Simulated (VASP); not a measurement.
Energy against volume of LiCl (rock salt). Computed with RPBE GGA, VASP's PBE PAW potentials (set 64) (plane waves; VASP).

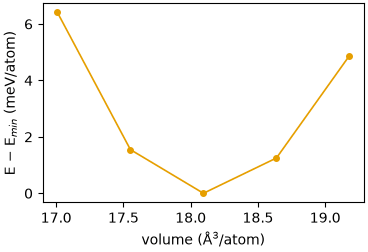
Fig. 1. Energy against volume

Problem. Estimate the equilibrium volume and the bulk modulus.

Solution. The minimum lies near 18.1 Å³/atom, and the curvature gives B0 of about 27 GPa.

The compound is LiCl in the rock salt structure. It was relaxed first, which changed the volume by +7 %.
